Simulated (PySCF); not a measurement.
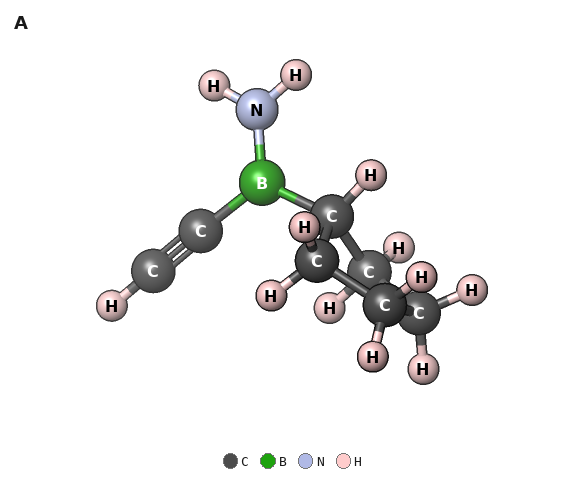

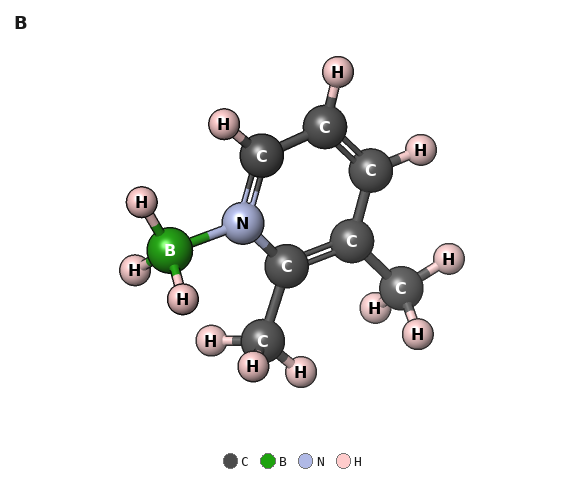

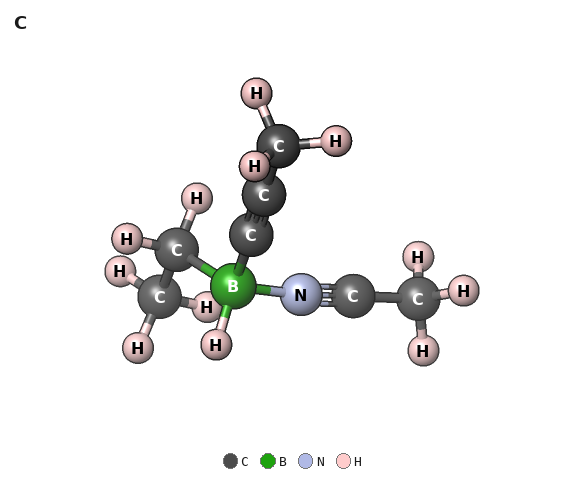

3 stationary structures of one formula. Geometries: GFN2-xTB. Electronic energies: PBE0/pcSseg-1 (PySCF 2.14.0), without zero-point energy. No frequency run is at hand to confirm each as a minimum. Each is one conformer, not always the lowest.

> How are they related?

They are constitutional isomers of C7H12BN: A `C#CB(N)C1CCCC1`, B `[BH3-][n+]1cccc(C)c1C`, C `CC#C[B@@H-](CC)[N+]#CC`.

> Rank them by energy, lowest first.

B is lowest; A lies 0.120 eV above it, C lies 2.049 eV above it.

The geometry is semi-empirical. Around B such bond lengths and angles can be off by a tenth of an ångström or more and by several degrees, and values that hang on the shape move with them.
